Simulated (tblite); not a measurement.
# C4H5BrF4Si: the cost of one run

The runs use tblite 0.8.0 and PySCF 2.14.0, with density-fitted response routines of our own; the level of theory stands in each step. All values are computed, except where a source is named. Atoms count from 0, in the outputs and in this text.

## (1) Starting geometry

15 atoms, charge 0, multiplicity 1; geometry from: force field or distance geometry start.

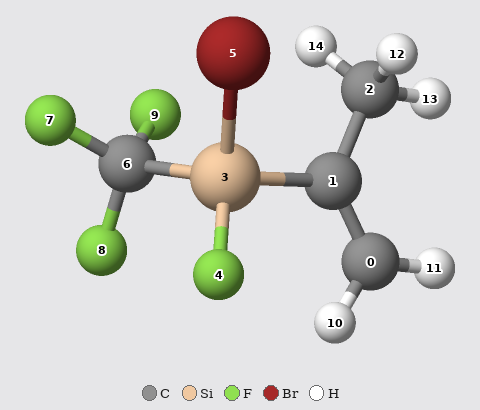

As it starts; carbon grey, silicon light orange, fluorine green, bromine red, hydrogen white, atoms numbered.

## (2) Relaxing the molecule with GFN2-xTB

Job settings and geometry (Å):

```
{"job": {"kind": "relax", "xc": "GFN2-xTB", "basis": "xTB"}, "charge": 0, "multiplicity": 1}
C     -1.398400     0.920900    -1.098600
C     -0.858300     0.199600    -0.145900
C     -1.446300    -1.054600     0.410400
Si     0.762500     0.734100     0.590400
F      0.949900     2.377800     0.344300
Br     0.717600     0.299800     2.807300
C      2.080300    -0.279000    -0.237200
F      3.215600    -0.468400     0.526500
F      2.439700     0.351800    -1.404200
F      1.583100    -1.527200    -0.600300
H     -0.842900     1.819600    -1.395800
H     -2.358000     0.662500    -1.568300
H     -1.774000    -0.808800     1.462200
H     -2.363000    -1.363900    -0.166000
H     -0.712300    -1.856400     0.453400
```

Command:

```sh
> OMP_NUM_THREADS=1 python probes_run.py task.json out
```

This one command runs all jobs of the session in turn.

Q: Estimate the wall time and peak memory of this first job on 1 thread of Intel Xeon at 2.50GHz, shared host.

About 3.8 s, with a peak of 0.18 GiB.
